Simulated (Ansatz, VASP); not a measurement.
## SiC (Moissanite 3C): VASP beside Ansatz

Wanted: the spread between two codes on one cell, functional and k mesh. The cell comes out of the VASP series on this material, whose earlier steps may have relaxed, scaled or displaced it; both programs get it as it stands.

Calculated with Ansatz 0.2.0; plane waves, with VASP 6.6.1 beside it; band structure at r2SCAN and single point at r2SCAN.

## (1) Starting point

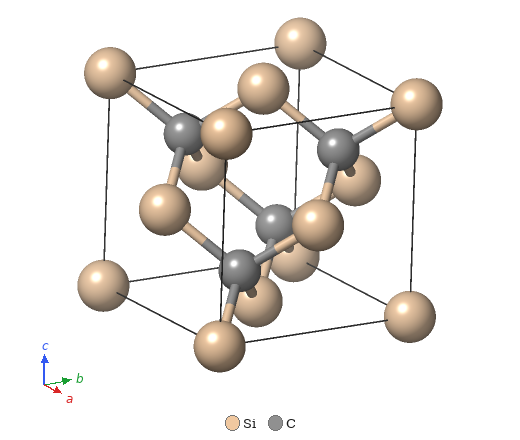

The starting structure, seen slightly off an axis (silicon light orange, carbon grey). This picture shows the conventional cell, with its axes. Bonds to atoms that aren't drawn are left out. Some periodic images of atoms are drawn too.

## (2) VASP: band structure, r2SCAN

The same path points are solved in both programs, so levels can be compared one by one.

Lines of VASP's logs that name or quote its potential files are left out, and so is its time.

INCAR

```
SYSTEM = SiC
PREC = Accurate
ENCUT = 520
EDIFF = 1E-06
NELM = 100
ISMEAR = 0
SIGMA = 0.05
LREAL = .FALSE.
ALGO = Normal
METAGGA = R2SCAN
LASPH = .TRUE.
NBANDS = 16
LORBIT = 11
LWAVE = .FALSE.
LCHARG = .FALSE.
KPAR = 2
```

POSCAR

```
SiC
1.0
    0.0000000000      2.1775716673      2.1775716673
    2.1775716673      0.0000000000      2.1775716673
    2.1775716673      2.1775716673      0.0000000000
Si C
1 1
Direct
    0.0000000000      0.0000000000      0.0000000000
    0.2500000000      0.2500000000      0.2500000000
```

KPOINTS

```
Automatic mesh
0
Gamma
9 9 9
0 0 0
```

KPOINTS_OPT

```
Line mode
16
Line-mode
Reciprocal
  0.00000000   0.00000000   0.00000000 GAMMA
  0.50000000   0.00000000   0.50000000 X

  0.50000000   0.00000000   0.50000000 X
  0.50000000   0.25000000   0.75000000 W

  0.50000000   0.25000000   0.75000000 W
  0.37500000   0.37500000   0.75000000 K

  0.37500000   0.37500000   0.75000000 K
  0.00000000   0.00000000   0.00000000 GAMMA

  0.00000000   0.00000000   0.00000000 GAMMA
  0.50000000   0.50000000   0.50000000 L

  0.50000000   0.50000000   0.50000000 L
  0.62500000   0.25000000   0.62500000 U

  0.62500000   0.25000000   0.62500000 U
  0.50000000   0.25000000   0.75000000 W

  0.50000000   0.25000000   0.75000000 W
  0.50000000   0.50000000   0.50000000 L

  0.50000000   0.50000000   0.50000000 L
  0.37500000   0.37500000   0.75000000 K

  0.62500000   0.25000000   0.62500000 U
  0.50000000   0.00000000   0.50000000 X
```

Potentials, in the order of the species: Si and C (PBE family, release 64).

Launch:

```console
$ mpirun -np 2 vasp_std
```

Numbers of over 12 decimals in the logs are rounded to 6 here.

The program printed:

```text
[banner, memory and clock lines left out]
running    2 mpi-ranks, on    1 nodes
 distrk:  each k-point on    1 cores,    2 groups
 distr:  one band on    1 cores,    1 groups

 POSCAR found type information on POSCAR SiC
 POSCAR found :  2 types and       2 ions
|                                                                             |
|               ----> ADVICE to this user running VASP <----                  |
|                                                                             |
|     You enforced a specific xc type in the INCAR file but a different       |
|     [... a line on the potential file left out ...]
|     I HOPE YOU KNOW WHAT YOU ARE DOING!                                     |
|                                                                             |

 LDA part: xc-table for (None), standard interpolation
 POSCAR, INCAR and KPOINTS ok, starting setup
 FFT: planning ... GRIDC
 FFT: planning ... GRID_SOFT
 FFT: planning ... GRID
 WAVECAR not read
 entering main loop
       N       E                     dE             d eps       ncg     rms          rms(c)
DAV:   1    -0.199650599430E+01   -0.19965E+01   -0.38414E+03  1176   0.438E+02
DAV:   2    -0.218853345771E+02   -0.19889E+02   -0.19171E+02  1512   0.957E+01
DAV:   3    -0.223274182672E+02   -0.44208E+00   -0.44172E+00  1352   0.105E+01
DAV:   4    -0.223283719574E+02   -0.95369E-03   -0.95368E-03  1448   0.650E-01
DAV:   5    -0.223283747583E+02   -0.28009E-05   -0.28009E-05  1336   0.318E-02    0.921E+00
DAV:   6    -0.192857813211E+02    0.30426E+01   -0.39052E+00  1384   0.729E+00    0.492E+00
DAV:   7    -0.193162155338E+02   -0.30434E-01   -0.45282E-01  1472   0.303E+00    0.256E+00
DAV:   8    -0.193265923573E+02   -0.10377E-01   -0.21505E-02  1224   0.829E-01    0.292E-01
DAV:   9    -0.193266253627E+02   -0.33005E-04   -0.37581E-04  1520   0.108E-01    0.115E-01
DAV:  10    -0.193267338961E+02   -0.10853E-03   -0.11468E-04  1280   0.670E-02    0.878E-03
DAV:  11    -0.193267332262E+02    0.66990E-06   -0.24247E-06  1504   0.714E-03
   1 F= -.19326733E+02 E0= -.19326733E+02  d E =-.672210E-17
 Start KPOINTS_OPT (optional k-point list driver)
k-point batch [1-35\160]
       N       E                     dE             ncg
DAV:   1     0.124467605878E+04   -0.93990E+04     1160
DAV:   2     0.532737646353E+03   -0.71194E+03     1504
DAV:   3     0.517474555050E+03   -0.15263E+02     1384
DAV:   4     0.517442727336E+03   -0.31828E-01     1464
DAV:   5     0.517442636397E+03   -0.90939E-04     1368
DAV:   6     0.517442636052E+03   -0.34543E-06     1336
[...]
k-point batch [141-160\160]
       N       E                     dE             ncg
DAV:   1     0.573490724443E+04   -0.70696E+04      672
DAV:   2     0.536802711340E+04   -0.36688E+03      888
DAV:   3     0.536089665725E+04   -0.71305E+01      776
DAV:   4     0.536088240250E+04   -0.14255E-01      864
DAV:   5     0.536088236251E+04   -0.39993E-04      744
DAV:   6     0.536088236234E+04   -0.16086E-06      840
```

Parts of OUTCAR (step 2):

```text
ion  position               nearest neighbor table
   1  0.000  0.000  0.000-   2 1.89   2 1.89   2 1.89   2 1.89
   2  0.250  0.250  0.250-   1 1.89   1 1.89   1 1.89   1 1.89

  LATTYP: Found a face centered cubic cell.
 ALAT       =     4.3551433346

 Subroutine GETGRP returns: Found 24 space group operations
 (whereof 24 operations were pure point group operations)

The static configuration has the point symmetry T_d .

 Found     35 irreducible k-points:

   k-points           NKPTS =     35   k-points in BZ     NKDIM =     35   number of bands    NBANDS=     16

   dimension x,y,z NGX =    24 NGY =   24 NGZ =   24
   dimension x,y,z NGXF=    48 NGYF=   48 NGZF=   48

   ENCUT  =  520.0 eV  38.22 Ry    6.18 a.u.   5.73  5.73  5.73*2*pi/ulx,y,z

   NELECT =       8.0000    total number of electrons

 k-points in reciprocal lattice and weights: Automatic mesh
   0.00000000  0.00000000  0.00000000       0.001
   0.11111111  0.00000000  0.00000000       0.011
   0.22222222  0.00000000  0.00000000       0.011
   0.33333333  0.00000000  0.00000000       0.011
   0.44444444  0.00000000  0.00000000       0.011
   0.11111111  0.11111111  0.00000000       0.008
   0.22222222  0.11111111  0.00000000       0.033
   0.33333333  0.11111111  0.00000000       0.033
   0.44444444  0.11111111  0.00000000       0.033
[...]
-0.33333333  0.44444444  0.11111111       0.033
  -0.33333333  0.44444444  0.22222222       0.033

 average (electrostatic) potential at core
       1 -83.3012       2 -46.6607

 E-fermi :   8.2805

 k-point     1 :       0.0000    0.0000    0.0000
  band No.  band energies     occupation
      1      -8.1909      2.00000
      2       8.0044      2.00000
      3       8.0044      2.00000
      4       8.0044      2.00000
      5      14.8629      0.00000
      6      15.8676      0.00000
      7      15.8676      0.00000
      8      15.8676      0.00000
      9      23.2249      0.00000
    ...

 k-point     2 :       0.1111    0.0000    0.0000
  band No.  band energies     occupation
      1      -7.9409      2.00000
      2       6.7423      2.00000
      3       7.8345      2.00000
      4       7.8345      2.00000
      5      15.1051      0.00000
      6      16.1774      0.00000
      7      16.1774      0.00000
      8      16.3355      0.00000
      9      22.1587      0.00000
    ...

 k-point     3 :       0.2222    0.0000    0.0000
  band No.  band energies     occupation
      1      -7.2065      2.00000
      2       4.2063      2.00000
      3       7.4642      2.00000
      4       7.4642      2.00000
      5      14.7020      0.00000
      6      16.5251      0.00000
      7      16.5251      0.00000
      8      17.8606      0.00000
      9      21.6819      0.00000
    ...

  Total        0.0009239      0.0009239      0.0009239      0.0000000     -0.0000000     -0.0000000
  in kB        0.0716806      0.0716806      0.0716806      0.0000000     -0.0000000     -0.0000000
  external PRESSURE =       0.0716806 kB  Pullay stress =       0.0000000 kB

  energy-cutoff  :      520.00
  volume of cell :       20.65
      direct lattice vectors                 reciprocal lattice vectors
     0.000000000  2.177571667  2.177571667    -0.229613568  0.229613568  0.229613568
     2.177571667  0.000000000  2.177571667     0.229613568 -0.229613568  0.229613568
     2.177571667  2.177571667  0.000000000     0.229613568  0.229613568 -0.229613568

 POSITION                                       TOTAL-FORCE (eV/Angst)
 -----------------------------------------------------------------------------------
      0.00000      0.00000      0.00000         0.000000      0.000000     -0.000000
      1.08879      1.08879      1.08879        -0.000000     -0.000000      0.000000
 -----------------------------------------------------------------------------------
    total drift:                               -0.000001     -0.000001     -0.000001

  FREE ENERGIE OF THE ION-ELECTRON SYSTEM (eV)
  ---------------------------------------------------
  free  energy   TOTEN  =       -19.3267332262 eV

  energy  without entropy=      -19.3267332262  energy(sigma->0) =      -19.32673323

 total charge
# of ion       s       p       d       tot
------------------------------------------
    1        0.702   0.982   0.000   1.684
    2        0.850   1.716   0.000   2.566
--------------------------------------------------
tot          1.553   2.697   0.000   4.250

[... 3 further parts left out ...]
```

The run ends at a pressure of 0.01 GPa.

## (3) Ansatz: band structure, r2SCAN

Ansatz runs on its default PAW (the set named soft_2) files.

The same cell, functional, mesh and smearing now go to Ansatz, which takes its cutoff from its data sets.

input.yaml

```yaml
crystal:
  lattice:
    - [0.0, 2.1775716673, 2.1775716673]
    - [2.1775716673, 0.0, 2.1775716673]
    - [2.1775716673, 2.1775716673, 0.0]
  atoms:
    - { symbol: Si, position: [0.0, 0.0, 0.0] }
    - { symbol: C, position: [0.25, 0.25, 0.25] }
hamiltonian:
  xc: r2scan
  pseudopotentials: { kind: paw }
kpoints:
  mp_grid: { grid: [9, 9, 9] }
  band_path:
    path:
      - [0.0, 0.0, 0.0]
      - [0.16667, 0.0, 0.16667]
      - [0.33333, 0.0, 0.33333]
      - [0.5, 0.0, 0.5]
      - [0.5, 0.08333, 0.58333]
      - [0.5, 0.18333, 0.68333]
      - [0.5, 0.25, 0.75]
      - [0.45, 0.3, 0.75]
      - [0.40833, 0.34167, 0.75]
      - [0.35, 0.35, 0.7]
      - [0.225, 0.225, 0.45]
      - [0.075, 0.075, 0.15]
      - [0.03333, 0.03333, 0.03333]
      - [0.23333, 0.23333, 0.23333]
      - [0.4, 0.4, 0.4]
      - [0.51667, 0.46667, 0.51667]
      - [0.55833, 0.38333, 0.55833]
      - [0.60833, 0.28333, 0.60833]
      - [0.60833, 0.25, 0.64167]
      - [0.55833, 0.25, 0.69167]
      - [0.51667, 0.25, 0.73333]
      - [0.5, 0.3, 0.7]
      - [0.5, 0.38333, 0.61667]
      - [0.5, 0.48333, 0.51667]
      - [0.475, 0.475, 0.55]
      - [0.425, 0.425, 0.65]
      - [0.38333, 0.38333, 0.73333]
      - [0.59167, 0.18333, 0.59167]
      - [0.55, 0.1, 0.55]
      - [0.5, 0.0, 0.5]
    npoints: 1
scf:
  occupations: { method: gaussian, width: 0.05 }
  n_extra_bands: 7
output:
  forces: true
  stress: true
  eigenvalues: true
```

Launch:

```console
$ ansatz run input.yaml --threads 2 --pin off --max-ram 4608MiB --backend cpu --events-out ev --progress --plain --runs-dir out
```

The program printed:

```text
scf.n_extra_bands = 7 over 4 filled bands (N_el = 8.0): the run solves 11 bands
Engine: ansatz 0.2.0, aarch64-unknown-linux-gnu
Pseudopotentials: kind: paw
Pseudopotential: Si, paw, valence charge 4, recommended cutoff 500 eV (meta_gga), Si.paw.azcp
Pseudopotential: C, paw, valence charge 4, recommended cutoff 500 eV (meta_gga), C.paw.azcp
Functional definition: r2SCAN
  parameter k0 = 0.174
  parameter k1 = 0.065
  parameter a1 = 4.9479
  exchange = r2scan_x(k0 = k0, k1 = k1, a1 = a1)
  correlation = r2scan_c
Crystal: 2 atoms, lattice volume = 20.651 Å³
Basis set: ecut = 500 eV, 531 PW (Γ), exchange–correlation on 96×96×96 points (64 copies of the dense FFT grid, shifted against one another)
Bands: 11, of which v1, the nominal top of the filled ones, is band 4 counted from 1 (3 counted from 0)
Symmetry: 24 space group operations
Space group: F-43m (ITA 216), of the structure as read, at distance tolerance 2.7e-5 Å
k-points: 35 of 729 (time reversal used)
Non-local potential: Si, projectors of the file, l = 0: 2, l = 1: 2, l = 2: 2
Non-local potential: C, projectors of the file, l = 0: 2, l = 1: 2, l = 2: 1
PAW form: soft (Blöchl's): semilocal exchange-correlation on the pseudo side does not see the compensation charge
PAW frozen core: Si, regenerated for the run's functional (the file was generated under x = pbe(κ = 0.804, μ = 0.219515), c = pbe(β = 0.066725))
PAW frozen core: C, regenerated for the run's functional (the file was generated under x = pbe(κ = 0.804, μ = 0.219515), c = pbe(β = 0.066725))
PAW one-centre angular grid: Si, 302 points (default); XC on 160 Gauss nodes
PAW one-centre angular grid: C, 302 points (default); XC on 239 of its mesh's 2573 points in the sphere
Initial density: superposition of atomic densities (neutral atoms: chi_scale 0, normalization atom), corrected by the library's trained network
Initial wavefunctions: pseudopotential atomic-orbital guess
Functional: x = r2scan, c = r2scan; τ floored in thin density (d = 2e-4 eV/Å³)
SCF iter   1: F=—  HF=-891.289256 eV  |F-HF|=—  |Δ(HF+E_count)|=         —  Δρ=5.86e-3  dr2=4.76e-3  dr2_τ=1.95e-1  ethr=1.77e-3  ⟨swp⟩=6.0  Hψ=2822  notcnv=0  defer=6
preconditioner: auto → none  [insulator: Δε(μ)=1.813 eV  Ē_g=18.711 eV  σ=0.050 eV  W_gap=1.00  n_scr=0 (ndim 8)  ℏωp=23.1 eV  f_vac=0.000  D(μ)=0.00/eV (n_scr^D=0)  ε∞_Penn≈2.5]
SCF iter   2: F=—  HF=-891.333691 eV  |F-HF|=—  |Δ(HF+E_count)|=   4.44e-2  Δρ=4.00e-3  dr2=1.80e-3  dr2_τ=3.44e-5  ethr=5.95e-5  ⟨swp⟩=2.0  Hψ=981  notcnv=0  defer=69
SCF iter   3: F=—  HF=-891.333655 eV  |F-HF|=—  |Δ(HF+E_count)|=   3.65e-5  Δρ=1.17e-3  dr2=2.51e-4  dr2_τ=4.94e-6  ethr=2.25e-5  ⟨swp⟩=2.5  Hψ=582  notcnv=0  defer=69
SCF iter   4: F=—  HF=-891.333675 eV  |F-HF|=—  |Δ(HF+E_count)|=   2.09e-5  Δρ=1.40e-4  dr2=3.70e-6  dr2_τ=8.98e-7  ethr=3.14e-6  ⟨swp⟩=2.4  Hψ=441  notcnv=0  defer=69
SCF iter   5: F=—  HF=-891.333676 eV  |F-HF|=—  |Δ(HF+E_count)|=   7.38e-7  Δρ=4.85e-5  dr2=3.39e-7  dr2_τ=2.24e-8  ethr=4.62e-8  ⟨swp⟩=2.5  Hψ=444  notcnv=0  defer=69
SCF iter   6: F=-891.333676 eV  HF=-891.333676 eV  |F-HF|=2.95e-9  |Δ(HF+E_count)|=   8.02e-8  Δρ=2.04e-5  dr2=6.32e-8  dr2_τ=5.76e-10  ethr=1.25e-9  ⟨swp⟩=8.6  Hψ=1978  notcnv=0
SCF 1 converged in 6 iterations: F = -891.333676 eV  dr2 = 6.32e-8
  greatest PAW one-centre occupation: 0.659 electrons in one spin orbital (limit 2), on the C atom at site 1 (counted from 0), in its partial waves of l = 0
NSCF: frozen V_eff on 30 k-points
SCF converged after 6 iterations
Free energy (F): -891.333676 eV
Harris-Foulkes:  -891.333676 eV  (|F-HF|=2.95e-9)
Internal energy: -891.333676 eV  (E = F + TS)
E sigma→0 (E₀):  -891.333676 eV
Fermi energy:    10.318460 eV
--- Per-component energies (eV) ---
  E_band       = 25.626823
  E_kinetic    = 136.084093
  E_local      = -103.509475  (includes V_loc(G=0)·N_el)
  E_nonlocal   = 50.381306
  E_hartree    = 32.453108
  E_xc         = -101.373504
  E_vxc        = -118.658385  (∫ρ·V_xc dr)
  E_paw        = -620.297428  (= ΣΔE_a)
  E_vpaw       = -9.147852  (= ΣTr[D̂ρ^β])
  E_aug_tail   = 0.000008  (compensation charges beyond the density's cutoff)
  E_vtau       = 5.569411  (kinetic-family band-sum trace: ∫τ·v_τ [+ j·A + Jᵃ·Aᵃ] dr)
  E_ewald      = -284.970578
  E_core_change = -0.101207  (= ΣΔE_core)
  E_smearing   = -0.000000  (= −TS)
  E_closure    = -0.000000  (closes the sum)
  Σ components = -891.333676   (vs F -891.333676, Δ=0.00e0)
--- Forces (eV/Å), atoms counted from 1 ---
  atom   1  Si     0.00000000    -0.00000000     0.00000000
  atom   2  C     -0.00000000     0.00000000    -0.00000000
  max |Σ_I F_I| component: 2.96e-16 eV/Å
--- Stress (GPa, compression-positive) ---
        0.187675      -0.000000      -0.000000
        0.000000       0.187675       0.000000
       -0.000000       0.000000       0.187675
  P = ⅓ Tr σ = 0.1877 GPa (1.877 kbar)
--- Band table (eV; the first three rows and the last of 35) ---
  k-point 0: bands = [-6.8098, 9.3863, 9.3863, 9.3863, 16.2124, 17.2511, 17.2511, 17.2511, ... 3 higher]
  k-point 1: bands = [-6.5597, 8.1231, 9.2166, 9.2166, 16.4667, 17.5595, 17.5595, 17.7075, ... 3 higher]
  k-point 2: bands = [-5.8253, 5.5869, 8.8471, 8.8471, 16.0701, 17.9029, 17.9029, 19.2264, ... 3 higher]
  k-point 34: bands = [-1.7171, 2.1649, 4.1125, 5.1384, 14.9560, 18.8677, 19.1010, 21.4330, ... 3 higher]
```

It took 1.9 s on 2 threads of Arm Neoverse V1, shared host; peak memory 0.32 GiB.

The column dr2 measures how far the density is from self-consistency, as an energy; F and HF (Harris–Foulkes) agree once it is small.

## (4) Comparison

Known differences besides the PAW data sets themselves: VASP keeps PBE cores, Ansatz makes them for the functional; the cutoff is 500 eV in Ansatz and 520 eV in VASP. Total energies have different zeros and are not compared.

Both answers:

```
                     quantity  Ansatz   VASP  difference
               pressure (GPa)    0.19   0.01       +0.18
gap over the path points (eV)   1.712  1.724      -0.011
```

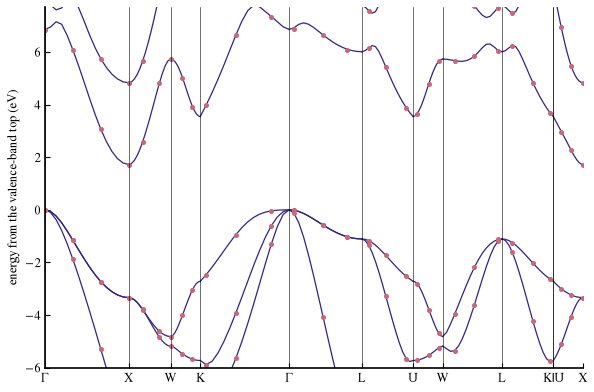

Bands from VASP (lines) and levels from Ansatz (dots). Dots without a line are higher empty bands that the VASP plot leaves out.

Levels at points of the path, from each program's valence-band top (eV; 3 filled, then empty):

```
k (reciprocal lattice)                              Ansatz                                VASP
     0.000 0.000 0.000       0.00 0.00 0.00 6.83 7.87 7.87       0.00 0.00 0.00 6.86 7.86 7.86
     0.167 0.000 0.167    -1.88 -1.16 -1.16 6.08 7.97 9.71    -1.88 -1.16 -1.16 6.08 8.00 9.72
     0.333 0.000 0.333   -5.30 -2.73 -2.73 3.06 5.74 13.06   -5.29 -2.73 -2.73 3.07 5.74 13.08
     0.500 0.000 0.500   -8.06 -3.34 -3.34 1.71 4.83 15.13   -8.06 -3.34 -3.34 1.72 4.83 15.15
     0.500 0.083 0.583   -7.91 -3.79 -3.79 2.58 5.66 13.97   -7.91 -3.80 -3.79 2.59 5.66 14.00
     0.500 0.183 0.683   -7.44 -4.84 -4.62 4.82 8.20 11.17   -7.44 -4.84 -4.62 4.83 8.20 11.19
     0.500 0.250 0.750  -7.24 -5.18 -4.82 5.72 10.13 10.24  -7.24 -5.18 -4.82 5.73 10.15 10.25
     0.450 0.300 0.750   -7.35 -5.48 -4.00 5.01 8.91 10.91   -7.35 -5.48 -4.00 5.02 8.92 10.94
     0.408 0.342 0.750   -7.47 -5.68 -3.05 3.92 8.50 12.02   -7.47 -5.68 -3.05 3.94 8.51 12.04
     0.350 0.350 0.700   -7.37 -5.88 -2.46 3.98 9.44 12.00   -7.37 -5.88 -2.46 3.99 9.45 12.02
```

Among the levels compared (up to four filled and three empty ones at each point), filled levels agree within 3 meV and empty ones within 33 meV.

## (5) VASP: single point, r2SCAN

With cell and atoms fixed, the geometry can't cause a difference; cores, projectors, grids and the points listed under the comparison can. The cell compared in this pair holds 19.41 Å³, against 20.65 Å³ for the pair before.

INCAR: that of step 2 with these lines changed.

```diff
@@ -11,3 +11,3 @@
 LASPH = .TRUE.
-NBANDS = 16
+NBANDS = 10
 LORBIT = 11
@@ -16 +16,2 @@
 KPAR = 2
+ISIF = 2
```

POSCAR

```
SiC
1.0
    0.0000000000      2.1331189560      2.1331189560
    2.1331189560      0.0000000000      2.1331189560
    2.1331189560      2.1331189560      0.0000000000
Si C
1 1
Direct
    0.0000000000      0.0000000000      0.0000000000
    0.2500000000      0.2500000000      0.2500000000
```

KPOINTS is that of step 2.

Launch:

```console
$ mpirun -np 2 vasp_std
```

The program printed:

```text
[banner, memory and clock lines left out]
running    2 mpi-ranks, on    1 nodes
[...]
[... a notice as in an earlier step ...]

 LDA part: xc-table for (None), standard interpolation
 POSCAR, INCAR and KPOINTS ok, starting setup
[...]
entering main loop
       N       E                     dE             d eps       ncg     rms          rms(c)
DAV:   1    -0.299622729142E+01   -0.29962E+01   -0.43719E+03   756   0.713E+02
DAV:   2    -0.218474479424E+02   -0.18851E+02   -0.17950E+02   942   0.114E+02
DAV:   3    -0.223874968552E+02   -0.54005E+00   -0.53897E+00   822   0.161E+01
DAV:   4    -0.223896427554E+02   -0.21459E-02   -0.21457E-02   810   0.124E+00
[...]
DAV:   9    -0.192679804192E+02   -0.35689E-03   -0.36979E-04   890   0.186E-01    0.156E-01
DAV:  10    -0.192680512074E+02   -0.70788E-04   -0.66217E-05   722   0.839E-02    0.124E-02
DAV:  11    -0.192680513127E+02   -0.10525E-06   -0.94620E-07   832   0.670E-03
   1 F= -.19268051E+02 E0= -.19268051E+02  d E =-.108624E-17
```

From OUTCAR (step 5):

```text
  Total        1.9178991      1.9178991      1.9178991      0.0000000      0.0000000      0.0000000
  in kB      158.2927847    158.2927847    158.2927847      0.0000000      0.0000000      0.0000000
  external PRESSURE =     158.2927847 kB  Pullay stress =       0.0000000 kB

 POSITION                                       TOTAL-FORCE (eV/Angst)
 -----------------------------------------------------------------------------------
      0.00000      0.00000      0.00000        -0.000000     -0.000000      0.000000
      1.06656      1.06656      1.06656         0.000000      0.000000     -0.000000
 -----------------------------------------------------------------------------------
    total drift:                               -0.000001     -0.000001     -0.000001

  FREE ENERGIE OF THE ION-ELECTRON SYSTEM (eV)
  ---------------------------------------------------
  free  energy   TOTEN  =       -19.2680513127 eV

  energy  without entropy=      -19.2680513127  energy(sigma->0) =      -19.26805131

[... 3 further parts left out ...]
[key lines of the parts left out:]
E-fermi :   8.9949
```

The run ends at a pressure of 15.83 GPa.

[end of part 1 of 2]

[Lines on the potential files, build, host, timing and source positions are cut from VASP's logs without a mark.]

[Logs are printed without paths, hosts, clocks, repeated set-up lines and the standing remarks that a program may print on its own settings, such as how far it seeks lower states.]

[Hosts, paths, dates, database ids (printed as entryN), source tags and the programs' standing remarks are cut or masked in the printed files.]
